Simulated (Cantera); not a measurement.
Feed: 1 mol Al, 2.6 mol HCl, 10 mol N₂, equilibrated at 5.03 Torr.

Equilibrium computed with Cantera from the NASA thermochemical tables; the gas is ideal and each condensed phase is pure. Candidate condensed phases: Al, AlCl₃, AlN, NH₄Cl; 20 gas species. The tables' values for AlCl₂ are old estimates; treat these amounts as uncertain. Kinetics and transport are ignored.

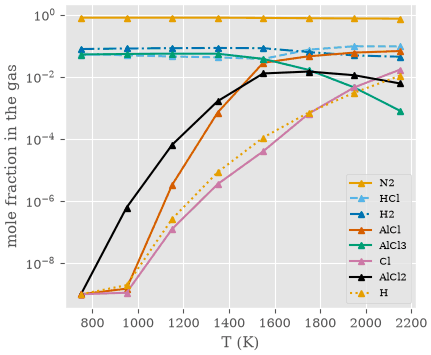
Fig. 1. Equilibrium gas composition (values under 1e-9 drawn at 1e-9)

From 750 K to 1350 K the condensed part is AlN(s). From 1550 K to 2150 K nothing is condensed. The main Al-bearing gas is AlCl₃ at 750 K and AlCl at 2150 K.
